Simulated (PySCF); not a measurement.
Potential energy curve for CuCl, singlet.

UKS-wB97X-V = unrestricted wB97X-V/def2-SVP (PySCF); UCCSD(T) = CCSD(T) on UHF/def2-SVP, 10 core orbitals frozen (PySCF); RKS-r2SCAN = restricted r2SCAN/def2-SVP run with PySCF.

Energies are in kcal/mol, each relative to the lowest point of its own curve near equilibrium.

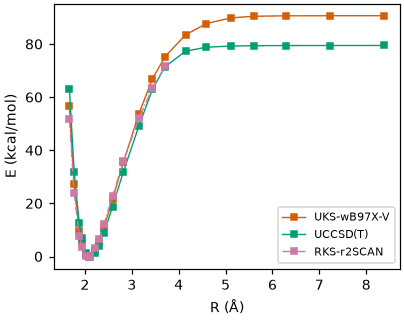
Fig. 1. Energy against bond length for each method.

```tsv
R / Å	UKS-wB97X-V	UCCSD(T)	RKS-r2SCAN
1.67	56.5	63.0	51.7
1.77	27.2	32.0	23.9
1.88	9.5	12.4	7.7
1.93	5.0	7.1	3.8
2.03	0.5	1.3	0.2
2.08	0.0	0.2	0.0
2.11	0.1	0.0	0.3
2.22	2.5	1.5	3.2
2.30	5.6	4.1	6.7
2.41	11.2	9.0	12.4
2.59	21.6	18.8	22.7
2.82	35.4	31.9	35.8
3.15	53.7	49.1	52.1
3.44	66.9	63.0	63.4
3.71	75.3	71.5	71.6
4.15	83.5	77.3	—
4.59	87.7	78.8	—
5.11	89.8	79.3	—
5.60	90.5	79.4	—
6.28	90.6	79.4	—
7.23	90.7	79.5	—
8.39	90.7	79.5	—
```

At the longest distance, 8.39 Å, UKS-wB97X-V lies highest above its minimum (90.7 kcal/mol) and UCCSD(T) lowest (79.5 kcal/mol).

A dash means that the run gave no value there, or that the column was ended at a point which the program doubted or which failed a test of continuity chosen for this set; such a test can also cut sound points.

The unrestricted determinant behind UKS-wB97X-V, UCCSD(T) is spin-contaminated at 3.44 to 8.39 Å (<S²> up to 1.0, against 0.00 for a pure singlet). The restricted form behind RKS-r2SCAN keeps the bonding electrons paired and can't separate into open-shell fragments.
